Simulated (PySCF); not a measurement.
Molecule (SMILES): C=C=O.
Geometry (B3LYP-D3(BJ)/def2-TZVP, fixed):
```xyz
5

C      0.0091     0.0017    -1.2056
C     -0.0008    -0.0001     0.1027
H      0.0282     0.9401    -1.7377
H     -0.0018    -0.9351    -1.7406
O     -0.0096    -0.0018     1.2620
```

Basis-set convergence of the isotropic shielding of H3 at HF with PySCF. GIAO, no density fitting; atoms are numbered in the order shown. All functions are spherical. Core-valence sets carry the plain set on hydrogen. No added dispersion term, no relativity. Reference: the value in pcseg-3, 29.25 ppm. Deviations are taken from unrounded values. Cost is core time over that of aug-cc-pVDZ, rough, on shared machines of one kind; a dash marks a row that isn't timed (too short, read off another run, short of memory, by another algorithm or on other hardware).

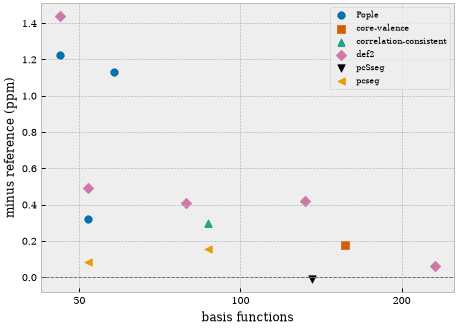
Deviation from the reference against the number of basis functions, by family of sets.

```json
[
 {"basis": "6-31G*", "functions": "46", "isotropic shielding of H3 (ppm)": "30.47", "minus reference (ppm)": "1.22", "cost": "-"},
 {"basis": "def2-SV(P)", "functions": "46", "isotropic shielding of H3 (ppm)": "30.69", "minus reference (ppm)": "1.44", "cost": "-"},
 {"basis": "6-31G**", "functions": "52", "isotropic shielding of H3 (ppm)": "29.57", "minus reference (ppm)": "0.32", "cost": "-"},
 {"basis": "def2-SVP", "functions": "52", "isotropic shielding of H3 (ppm)": "29.75", "minus reference (ppm)": "0.49", "cost": "-"},
 {"basis": "pcseg-1", "functions": "52", "isotropic shielding of H3 (ppm)": "29.34", "minus reference (ppm)": "0.08", "cost": "-"},
 {"basis": "6-31+G*", "functions": "58", "isotropic shielding of H3 (ppm)": "30.38", "minus reference (ppm)": "1.13", "cost": "-"},
 {"basis": "def2-SVPD", "functions": "79", "isotropic shielding of H3 (ppm)": "29.66", "minus reference (ppm)": "0.41", "cost": "0.7×"},
 {"basis": "aug-cc-pVDZ", "functions": "87", "isotropic shielding of H3 (ppm)": "29.55", "minus reference (ppm)": "0.30", "cost": "1×"},
 {"basis": "aug-pcseg-1", "functions": "87", "isotropic shielding of H3 (ppm)": "29.41", "minus reference (ppm)": "0.15", "cost": "1×"},
 {"basis": "def2-TZVPD", "functions": "132", "isotropic shielding of H3 (ppm)": "29.67", "minus reference (ppm)": "0.42", "cost": "4×"},
 {"basis": "pcSseg-2", "functions": "136", "isotropic shielding of H3 (ppm)": "29.24", "minus reference (ppm)": "-0.01", "cost": "4×"},
 {"basis": "cc-pCVTZ", "functions": "157", "isotropic shielding of H3 (ppm)": "29.43", "minus reference (ppm)": "0.18", "cost": "7×"},
 {"basis": "def2-QZVPP", "functions": "231", "isotropic shielding of H3 (ppm)": "29.31", "minus reference (ppm)": "0.06", "cost": "30×"}
]
```
